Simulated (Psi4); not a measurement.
# A workflow on O2Ti (TiO2)

We compute a structure relaxation (PBE0-D3(BJ)/3-21G), then vibrational wavenumbers, then a single-point energy (SCS-MP2/aug-cc-pVDZ), then the excited states (TDA-PBE0/3-21G) of O2Ti (TiO2). 

Program for the calculation: Psi4 1.11.

## 1. The molecule

The species is O2Ti (3 atoms), typed as a singlet with charge 0. SMILES: `[O]=[Ti]=[O]`. Geometry: a GFN2-xTB relaxation, a rough one for these elements and not checked as a minimum. The run starts from this shape.

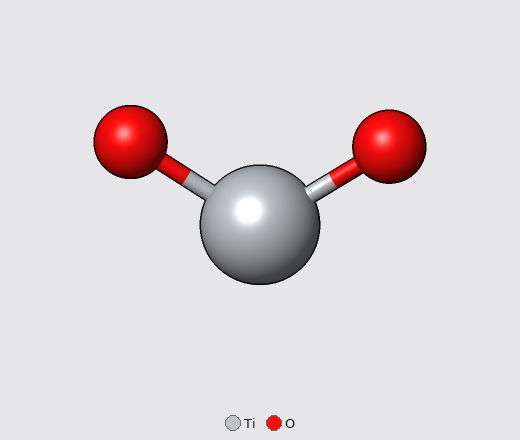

The structure, seen from a chosen angle (titanium light grey, oxygen red).

## 2. A geometry optimisation at PBE0-D3(BJ)/3-21G (density fitting) (run 1)

job.inp

```
memory 1600 MB

molecule {
  0 1
  Ti     0.004550    -0.005680    -0.594650
  O      1.361390    -0.020020     0.307930
  O     -1.365930     0.025690     0.286720
  symmetry c1
}

set basis 3-21G
set geom_maxiter 60

optimize("pbe0-d3(bj)")
```

The run is started by

```sh
$ psi4 -i job.inp -o job.out -n 1
```

job.out:

```text
Psi4 1.11 release

gradient() will perform analytic gradient computation.

   => Loading Basis Set <=

    Name: 3-21G
    Role: ORBITAL
    Keyword: BASIS

   => PBE0-D3(BJ): Empirical Dispersion <=

        s6 =       1.000000
        s8 =       1.217700
        a1 =       0.414500
        a2 =       4.859300

         ---------------------------------------------------------
                                   SCF
                              RKS Reference
                        1 Threads,   1525 MiB Core
         ---------------------------------------------------------

  ==> Geometry <==

    Molecular point group: c1
    Full point group: Cs

    Geometry (in Angstrom), charge = 0, multiplicity = 1:

[... 150 lines left out ...]
   @DF-RKS iter   6:  -994.67069310026045   -3.50355e-02   8.73702e-04 DIIS/ADIIS
[... 49 lines left out ...]
    DFT Exchange-Correlation Energy =     -44.4984372047665389
[... 257 lines left out ...]
   @DF-RKS iter   0:  -994.67559244885433   -9.94676e+02   2.52000e-03
[... 27 lines left out ...]
    Nuclear Repulsion Energy =            127.5362127778180223
[... 112 lines left out ...]
	  Convergence Criteria     1.00e-06 *    3.00e-04 *             o    1.20e-03 *             o
[... 102 lines left out ...]
    Final Occupation by Irrep:
[... 115 lines left out ...]
	Measures of convergence in internal coordinates in au.
[... 101 lines left out ...]
  Energy and wave function converged.
[... 142 lines left out ...]
	                                 ==> Convergence Check <==
[... 1 line left out ...]
	Measures of convergence in internal coordinates in au.

	Criteria marked as inactive (o), active & met (*), and active & unmet ( ).

	----------------------------------------------------------------------------------------------
	   Step    Total Energy     Delta E     Max Force     RMS Force      Max Disp      RMS Disp
	----------------------------------------------------------------------------------------------
	  Convergence Criteria     1.00e-06 *    3.00e-04 *             o    1.20e-03 *             o
	----------------------------------------------------------------------------------------------
	     4    -994.67274490   -8.05e-07 *    8.49e-06 *    5.97e-06 o    3.42e-05 *    2.10e-05 o  ~
	----------------------------------------------------------------------------------------------

Next Geometry in Ang
	Fragment 1 (Ang)

	   Ti  -0.0029789904  -0.3829025996   0.0000000000
	    O  -1.3071778841   0.5841048947   0.0000000000
	    O   1.3161078986   0.5636955133  -0.0000000000

    Final optimized geometry and variables:
    Molecular point group: c1
    Full point group: Cs

    Geometry (in Angstrom), charge = 0, multiplicity = 1:

    TI          -0.002978939068    -0.382889389460     0.000000000000
    O           -1.307197921541     0.584098426513     0.000000000000
    O            1.316127884658     0.563688771310    -0.000000000000

    Psi4 run time: 0:00:13.03

[set-up sections that repeat, and orbital energies of the middle runs, are left out above]
```

Standard output:

```text
Optimizer: Optimization complete!
```

Run time: 15 s. Hardware: 1 thread of Intel Xeon Platinum 8488C (Sapphire Rapids), shared host; peak memory 0.33 GiB.

Step by step:

```
step  energy from the first frame kept (eV)  largest force (eV/Å)
   0                                 0.0000                0.4968
   1                                -0.0376                0.0942
   2                                -0.0377                0.0467
   3                                -0.0377                0.0119
```

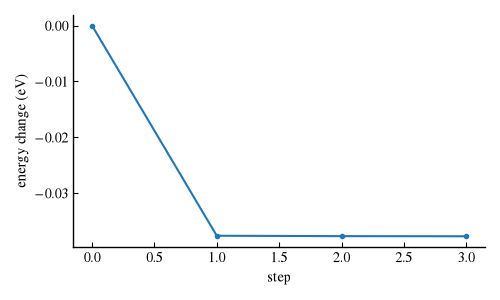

Energy along the run.

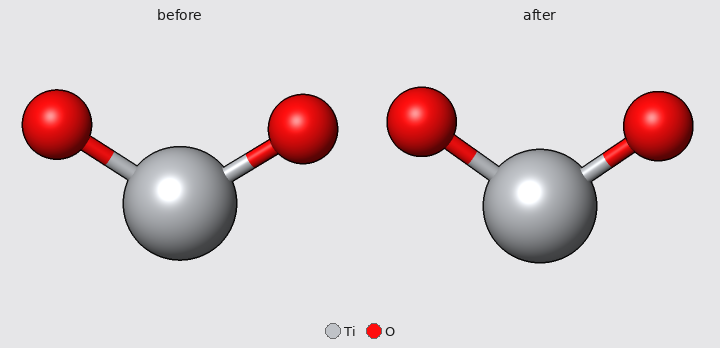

Before and after, at one scale.

After the run. Bond lengths: Ti1–O2 1.624 Å, Ti1–O3 1.624 Å. Angles: O2–Ti1–O3 107.8°.

## 3. Vibrational wavenumbers at PBE0-D3(BJ)/3-21G (density fitting) (run 2)

job.dat

```
memory 1.6 GB

molecule mol {
  0 1
  Ti     0.004739    -0.005927    -0.620568
  O      1.308926    -0.018775     0.346377
  O     -1.314031     0.025186     0.325968
  symmetry c1
}

set {
  basis                      3-21G
  reference                  rks
  t                          600.0
  rotational_symmetry_number 2
}

e_tot = frequency("pbe0-d3(bj)")
```

The run is started by

```sh
$ psi4 -n 1 job.dat job.out
```

job.out:

```text
Psi4 1.11 release

         ----------------------------------------------------------
                                   FINDIF
         ----------------------------------------------------------

  Using finite-differences of gradients to determine vibrational frequencies and
  normal modes. Resulting frequencies are only valid at stationary points.
    Generating geometries for use with 3-point formula.
    Displacement size will be 5.00e-03.
    Number of atoms is 3.
    Number of irreps is 1.
    Number of SALCs is 6.
    Translations projected? 1. Rotations projected? 0.
    Index of SALCs per irrep:
      1 :  0  1  2  3  4  5
    Number of SALCs per irrep:
      Irrep 1: 6
    Number of geometries (including reference) is 13.
    Number of displacements per irrep:
      Irrep 1: 12
 13 displacements needed ...

  //>>>>>>>>>>>>>>>>>>>>>>>>>>>>>>>>>>>//
  //    FiniteDifference Computations  //
  //<<<<<<<<<<<<<<<<<<<<<<<<<<<<<<<<<<<//

[... 433 lines left out ...]
   @DF-RKS iter   2:  -974.06853651586277    1.97667e+01   1.29874e-01 ADIIS
[... 209 lines left out ...]
    Final Occupation by Irrep:
[... 356 lines left out ...]
   @DF-RKS iter SAD:  -993.48783723954728   -9.93488e+02   0.00000e+00
[... 209 lines left out ...]
    Final Occupation by Irrep:
[... 324 lines left out ...]
   @DF-RKS iter   1:  -993.83477028355912   -3.48371e-01   2.97563e-02 DIIS/ADIIS
[... 214 lines left out ...]
  @DF-RKS Final Energy:  -994.67274418796421
[... 351 lines left out ...]
   @DF-RKS iter   1:  -993.83526556697996   -3.48123e-01   2.97527e-02 DIIS/ADIIS
[... 214 lines left out ...]
  @DF-RKS Final Energy:  -994.67274489787474
[... 329 lines left out ...]
    Translational S                         42.525 [cal/(mol K)]      177.924 [J/(mol K)]       0.06776761 [mEh/K] (mol. weight = 79.9378 [u], P = 101325.00 [Pa])
[... 49 lines left out ...]
  Gibbs free energy, G = H - T * S
    Electronic contrib to G beyond E_e       0.000 [kcal/mol]        0.000 [kJ/mol]       0.00000000 [Eh]
    Translational contrib to G             -22.534 [kcal/mol]      -94.283 [kJ/mol]      -0.03591035 [Eh]
    Rotational contrib to G                -12.247 [kcal/mol]      -51.240 [kJ/mol]      -0.01951631 [Eh]
    Vibrational contrib to G                 2.915 [kcal/mol]       12.195 [kJ/mol]       0.00464488 [Eh]
  Correction G                             -31.866 [kcal/mol]     -133.328 [kJ/mol]      -0.05078178 [Eh]
  Total G, Gibbs energy at  600.00 [K]                                                 -994.72352668 [Eh]
  *** Absolute Gibbs energy, not a free energy of formation ***

    Psi4 run time: 0:00:42.39

[set-up sections that repeat, and orbital energies of the middle runs, are left out above]
```

Standard output:

```text
Warning: used thermodynamics relations inappropriate for low-frequency modes: ['370.0194']
```

It took 45 s on 1 thread of Intel Xeon Platinum 8488C (Sapphire Rapids), shared host; peak memory 0.37 GiB.

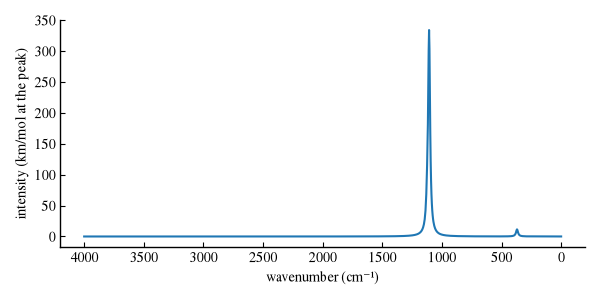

Harmonic infrared spectrum, unscaled, lines broadened by 10 cm⁻¹.

## 4. A single-point energy at SCS-MP2/aug-cc-pVDZ (density fitting) (run 3)

calc.py

```python
import psi4

psi4.set_memory('1600 MB')
psi4.set_num_threads(1)
psi4.set_output_file('o2ti.out', False)

geom = psi4.geometry("""
0 1
Ti
O 1 1.623592
O 1 1.623593 2 107.78278
symmetry c1
""")

psi4.set_options({
    'basis': 'aug-cc-pVDZ',
    'freeze_core': True,
})

e, wfn = psi4.energy('scs-mp2', return_wfn=True)
print(f'total energy {e:.8f} hartree = {e * 27.211386:.5f} eV')
```

The run is started by

```sh
$ python calc.py
```

o2ti.out:

```text
Psi4 1.11 release

   => Loading Basis Set <=

    Name: AUG-CC-PVDZ
    Role: ORBITAL
    Keyword: BASIS

         ---------------------------------------------------------
                                   SCF
                              RHF Reference
                        1 Threads,   1525 MiB Core
         ---------------------------------------------------------

  ==> Geometry <==

    Molecular point group: c1
    Full point group: Cs

    Geometry (in Angstrom), charge = 0, multiplicity = 1:

       Center              X                  Y                   Z               Mass
    ------------   -----------------  -----------------  -----------------  -----------------
         TI           0.309346294925     0.225650211380     0.000000000000    47.947941980000
         O            0.309346294925    -1.397941788620     0.000000000000    15.994914619570
         O           -1.236673420676     0.721510341479     0.000000000000    15.994914619570

  Running in c1 symmetry.

[... 75 lines left out ...]
                        Total Energy        Delta E     RMS |[F,P]|
[... 2 lines left out ...]
   @RHF iter   1:  -997.44293765417115   -9.51705e-01   1.18360e-02 ADIIS/DIIS
[... 1 line left out ...]
   @RHF iter   3:  -998.06272240538760   -6.84449e+00   4.59001e-03 ADIIS/DIIS
[... 1 line left out ...]
   @RHF iter   5:  -998.14222057665984   -2.06163e-03   1.31415e-04 ADIIS/DIIS
[... 1 line left out ...]
   @RHF iter   7:  -998.14250245347432   -8.17268e-05   1.96685e-05 DIIS
[... 1 line left out ...]
   @RHF iter   9:  -998.14251732399021   -1.55378e-06   3.40795e-06 DIIS
[... 1 line left out ...]
   @RHF iter  11:  -998.14251788133015   -1.60687e-07   7.51845e-07 DIIS
[... 1 line left out ...]
   @RHF iter  13:  -998.14251790535570   -4.61966e-09   1.57462e-07 DIIS
[... 1 line left out ...]
   @RHF iter  15:  -998.14251790627145   -1.46315e-10   2.14316e-08 DIIS
   @RHF iter  16:  -998.14251790628953   -1.80762e-11   8.99394e-09 DIIS
  Energy and wave function converged.

  ==> Post-Iterations <==

    Orbital Energies [Eh]
    ---------------------

    Doubly Occupied:

       1A   -183.400352     2A    -21.568389     3A    -20.516255
       4A    -20.516251     5A    -17.936842     6A    -17.935961
       7A    -17.934844     8A     -2.978837     9A     -1.926939
      10A     -1.915102    11A     -1.895436    12A     -1.171332
      13A     -1.156432    14A     -0.511129    15A     -0.496970
      16A     -0.458312    17A     -0.442652    18A     -0.440570
      19A     -0.406676

    Virtual:

      20A     -0.044697    21A      0.006132    22A      0.015321
      23A      0.020913    24A      0.029968    25A      0.041474
      26A      0.049076    27A      0.056472    28A      0.056998
[... 25 lines of this table left out ...]
     104A      4.086698   105A      4.132241

    Final Occupation by Irrep:
              A
    DOCC [    19 ]
    NA   [    19 ]
    NB   [    19 ]

  @RHF Final Energy:  -998.14251790628953

   => Energetics <=

    Nuclear Repulsion Energy =            127.6369845873999935
    One-Electron Energy =               -1624.3404389211402759
    Two-Electron Energy =                 498.5609364274506561
    Total Energy =                       -998.1425179062895268
```

Run time: 91 s. Hardware: 1 thread of Intel Xeon Platinum 8488C (Sapphire Rapids), shared host.

The run was cut off at its time limit.

## 5. The vertical excitations at TDA-PBE0/3-21G (density fitting, save jk yes) (run 4)

job.in

```
memory 1600 MB

molecule mol {
  0 1
  Ti
  O 1 1.623592
  O 1 1.623593 2 107.78278
}

set {
  basis     3-21G
  reference rks
  save_jk   true
}

from psi4.driver.procrouting.response.scf_response import tdscf_excitations
result, w = energy("pbe0", return_wfn=True)
states = tdscf_excitations(w, states=6, tda=True)
```

The run is started by

```sh
$ psi4 job.in job.out -n 1
```

job.out, cut to the lines that bear on the results:

```text
[...]
  Running in cs symmetry.
[...]
   @DF-RKS iter   2:  -974.06747829705807    1.97666e+01   1.64975e-01 ADIIS
[...]
   @DF-RKS iter  12:  -994.67154572608865   -4.30964e-09   1.34356e-07 DIIS
[...]
Excited State    2 (1 Ap):   0.11866 au   383.99 nm f = 0.0007
[...]
Excited State    3 (1 App):   0.13164 au   346.12 nm f = 0.0000
[...]
Excited State    4 (1 App):   0.13656 au   333.64 nm f = 0.0359
[...]
Excited State    5 (1 Ap):   0.14054 au   324.20 nm f = 0.0005
[...]
Excited State    6 (1 App):   0.14189 au   321.12 nm f = 0.0000
[...]
**********                               WARNING                                **********
**********       The names of excited state variables changed between 1.5       **********
[...]
```

It took 7.8 s on 1 thread of Intel Xeon Platinum 8488C (Sapphire Rapids), shared host; peak memory 0.28 GiB.

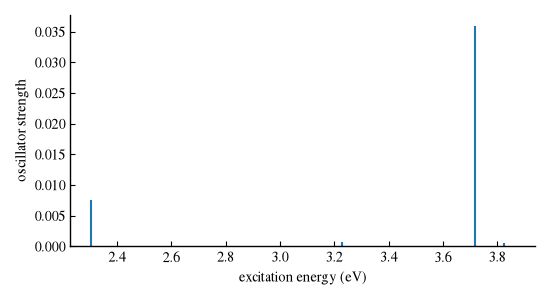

Vertical excitations as sticks.

The roots found:

```
excited state  energy (eV)  strength  label
            1        2.306    0.0075   Ap 1
            2        3.229    0.0007   Ap 1
            3        3.582    0.0000  App 1
            4        3.716    0.0359  App 1
            5        3.824    0.0005   Ap 1
            6        3.861    0.0000  App 1
```

## 6. What came out

```
                                                                        quantity                value
                               run 1, PBE0-D3(BJ)/3-21G: total energy at the end        -994.67274 Eh
                                         run 1, PBE0-D3(BJ)/3-21G: dipole moment               6.58 D
                                           run 1, PBE0-D3(BJ)/3-21G: HOMO energy             -6.17 eV
                                           run 1, PBE0-D3(BJ)/3-21G: LUMO energy             -2.49 eV
                                         run 1, PBE0-D3(BJ)/3-21G: HOMO–LUMO gap              3.68 eV
                                     run 1, PBE0-D3(BJ)/3-21G: dispersion energy         -3.15 kJ/mol
                            run 2, PBE0-D3(BJ)/3-21G: lowest harmonic wavenumber             370 cm⁻¹
                           run 2, PBE0-D3(BJ)/3-21G: highest harmonic wavenumber            1123 cm⁻¹
                                     run 2, PBE0-D3(BJ)/3-21G: zero-point energy          15.6 kJ/mol
run 2, PBE0-D3(BJ)/3-21G: ideal-gas entropy at 600 K (symmetry number 2 as used)     69.3 cal/(mol K)
                        run 4, TDA-PBE0/3-21G: ground-state or mean-field energy        -994.67155 Eh
                   run 4, TDA-PBE0/3-21G: dipole moment (PBE0 Kohn–Sham density)               6.58 D
                    run 4, TDA-PBE0/3-21G: HOMO energy (PBE0 Kohn–Sham orbitals)             -6.17 eV
                    run 4, TDA-PBE0/3-21G: LUMO energy (PBE0 Kohn–Sham orbitals)             -2.49 eV
                  run 4, TDA-PBE0/3-21G: HOMO–LUMO gap (PBE0 Kohn–Sham orbitals)              3.68 eV
                                 run 4, TDA-PBE0/3-21G: lowest excitation energy              2.31 eV
                                                      run 3, SCS-MP2/aug-cc-pVDZ  no result (timeout)
```

In words: The optimisation (run 1, PBE0-D3(BJ)/3-21G) took 4 steps and changed the energy by -0.038 eV. All 3 modes are real, so the shape is a minimum at this level. The brightest of the 6 transitions from the ground state lies at 3.72 eV (334 nm, f = 0.036); the lowest, at 2.31 eV, has f = 0.008. 1 of the 4 runs gave no usable result.
